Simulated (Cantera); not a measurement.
Input: 1 mol SiH2Cl2, 0.012 mol Cl2, a varied amount of H2, equilibrated at 727 °C and 700 Pa.

Equilibrium computed with Cantera from the NASA thermochemical tables; the gas is ideal and each condensed phase is pure. Candidate condensed phases: Si; 19 gas species. The tables' values for SiCl3 are old estimates; treat these amounts as uncertain. Equilibrium is a limit: real reactors are often held back by kinetics, nucleation or transport.

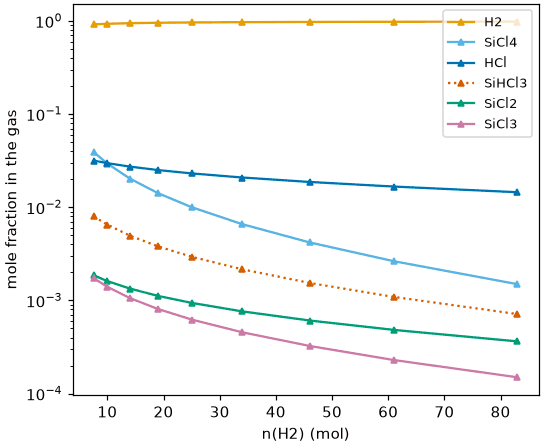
Equilibrium gas composition (values under 1e-9 drawn at 1e-9)

From 7.6 mol H2 to 83 mol H2 the condensed part is Si(s). The main Si-bearing gas is SiCl4 throughout. The share of Si in condensed phases is highest at 83 mol H2 (76.6 %) and lowest at 7.6 mol H2 (53.5 %).
